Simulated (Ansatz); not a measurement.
Reaction (SMILES): [GaH] (GaH) (closed-shell singlet) → Ga atom + H atom
B3LYP-D3(BJ)/def2-TZVP geometries, fixed; electronic energies without zero-point terms.

Basis-set convergence of the atomisation energy at CCSD(T) with Ansatz (a first-principles code). All functions are spherical. Cores are frozen (with 3d on Ga to Br). Open shells are unrestricted. No added dispersion term, no relativity. Functions are those of the species that has most. Reference: Hartree-Fock in aug-cc-pV5Z plus the correlation part extrapolated as X^-3 from aug-cc-pVQZ and aug-cc-pV5Z, 68.75 kcal/mol, itself unsure by roughly 0.06 kcal/mol (a third of the extrapolation step and of the last Hartree-Fock step). Deviations are taken from unrounded values.

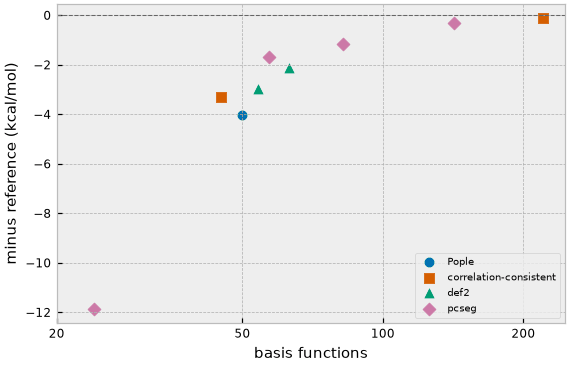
Fig. 1. Deviation from the reference against the number of basis functions, by family of sets.

```json
[
 {"basis": "pcseg-0", "functions": "24", "atomisation energy (kcal/mol)": "56.90", "minus reference (kcal/mol)": "-11.85"},
 {"basis": "aug-cc-pVDZ", "functions": "45", "atomisation energy (kcal/mol)": "65.44", "minus reference (kcal/mol)": "-3.31"},
 {"basis": "6-311G**", "functions": "50", "atomisation energy (kcal/mol)": "64.71", "minus reference (kcal/mol)": "-4.04"},
 {"basis": "def2-TZVP", "functions": "54", "atomisation energy (kcal/mol)": "65.78", "minus reference (kcal/mol)": "-2.97"},
 {"basis": "pcseg-2", "functions": "57", "atomisation energy (kcal/mol)": "67.08", "minus reference (kcal/mol)": "-1.67"},
 {"basis": "def2-TZVPD", "functions": "63", "atomisation energy (kcal/mol)": "66.62", "minus reference (kcal/mol)": "-2.14"},
 {"basis": "aug-pcseg-2", "functions": "82", "atomisation energy (kcal/mol)": "67.61", "minus reference (kcal/mol)": "-1.15"},
 {"basis": "aug-pcseg-3", "functions": "142", "atomisation energy (kcal/mol)": "68.43", "minus reference (kcal/mol)": "-0.33"},
 {"basis": "aug-cc-pV5Z", "functions": "220", "atomisation energy (kcal/mol)": "68.63", "minus reference (kcal/mol)": "-0.13"}
]
```
